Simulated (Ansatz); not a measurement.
# Cl3HOSi···HCl: what the fields show

Input

```
crystal:
  periodic: [false, false, false]
  atoms:
    - {symbol: Si, position_ang: [-0.666985, 0.874944, -0.080621]}
    - {symbol: Cl, position_ang: [2.672226, -2.053564, -0.245430]}
    - {symbol: Cl, position_ang: [-2.273713, 0.809544, -1.312133]}
    - {symbol: Cl, position_ang: [-1.167017, 1.941955, 1.566693]}
    - {symbol: Cl, position_ang: [0.910471, 1.705226, -1.013010]}
    - {symbol: H, position_ang: [1.550397, -1.453071, -0.035540]}
    - {symbol: O, position_ang: [-0.198889, -0.629908, 0.331031]}
    - {symbol: H, position_ang: [-0.826491, -1.195126, 0.789008]}
basis:
  gaussian: {orbitals: def2-TZVPP}
hamiltonian: {xc: pbe0, dispersion: d4}
output: {orbitals: {seedname: orbitals}}
```

Launched as:

```sh
ansatz run in.yaml --threads 8 --pin off --events-out ev --progress --plain --max-ram 19148MiB
```

The product side of a reaction path; geometry: PBE0-D4/def2-TZVP.

Theory: RKS PBE0-D4/def2-TZVPP (Ansatz 0.2.0).

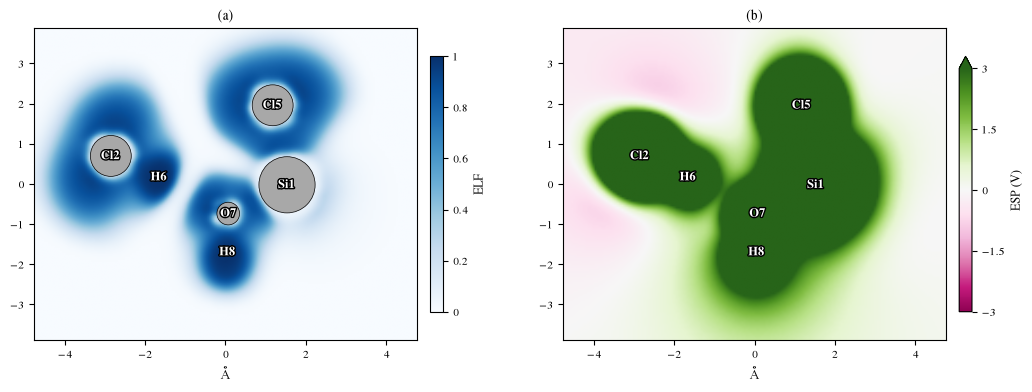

Figure 1. (a) electron localisation function; (b) electrostatic potential on the plane of atoms Cl5, Si1 and O7. Grey discs cover the atomic cores in the ELF map.

> Read the bonding off the picture.

The section cuts through Si, Cl, H and O sites.
O7···H6 (1.97 Å): the ELF dips to about 0.10 between them.
Si–O (1.63 Å): the ELF peaks at about 0.85 between the atoms; a shared but strongly polarised pair.
Si–Cl (2.01 Å): the ELF peaks at about 0.85 between the atoms, as expected for a shared but strongly polarised pair.
O–H (0.96 Å): the ELF climbs to about 1 towards the hydrogen, as it does in any bond to H; a covalent bond by its length.
Cl–H (1.29 Å): the ELF climbs to about 1 towards the hydrogen; an ordinary covalent bond to hydrogen.
The ELF also peaks beside Cl2 and Cl5, away from the bonds: lone-pair regions.
Outside the dense part of the complex the potential is most negative (−0.8 V) near Cl2.

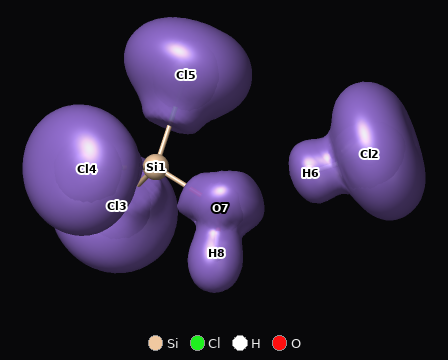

Figure 2. Isosurface of the electron localisation function at 0.75 (purple), seen at a tilt. Only the valence region is drawn (cores and ρ < 0.01 e/Å³ removed).

> Identify the bonds, lone pairs and shells in this picture.

At this value the surface marks out three regions on Cl in which the atom's valence shell and bonds are merged, one joined region spread over several atoms (Cl, H), in which their bonds and any lone pairs are merged and one joined region spread over several atoms (H, O), in which their bonds and any lone pairs are merged.

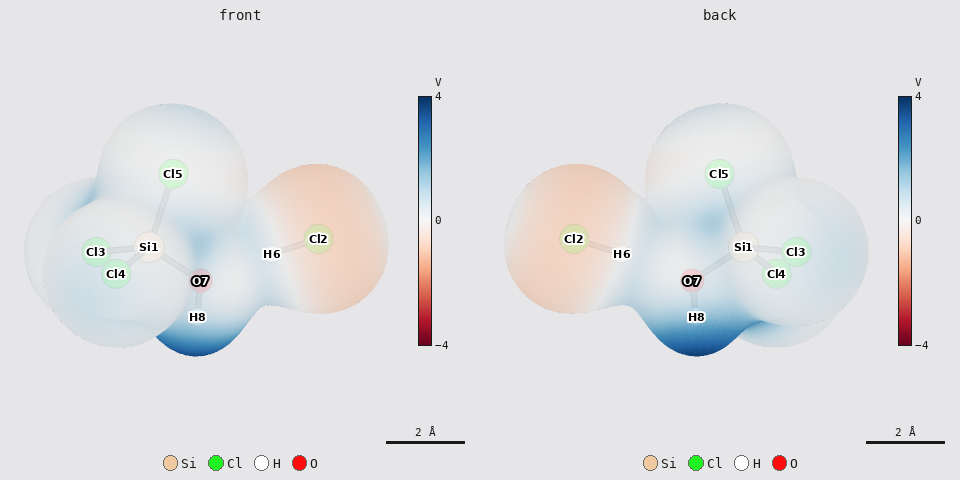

Figure 3. The electrostatic potential painted on the density surface at 0.002 e/bohr³, seen from the front and from behind; red is negative and blue positive.

> Describe the electrostatic potential map.

The most negative region (about −0.8 V) lies over Cl2, the most positive (about +3.6 V) over H8. Cl3 shows a σ-hole: about +0.7 V at the tip opposite its bond, against about +0.2 V on its flanks. Cl4 shows a σ-hole: about +0.7 V at the tip opposite its bond, against about +0.1 V on its flanks. Cl5 shows a σ-hole: about +0.6 V at the tip opposite its bond, against about 0.0 V on its flanks.
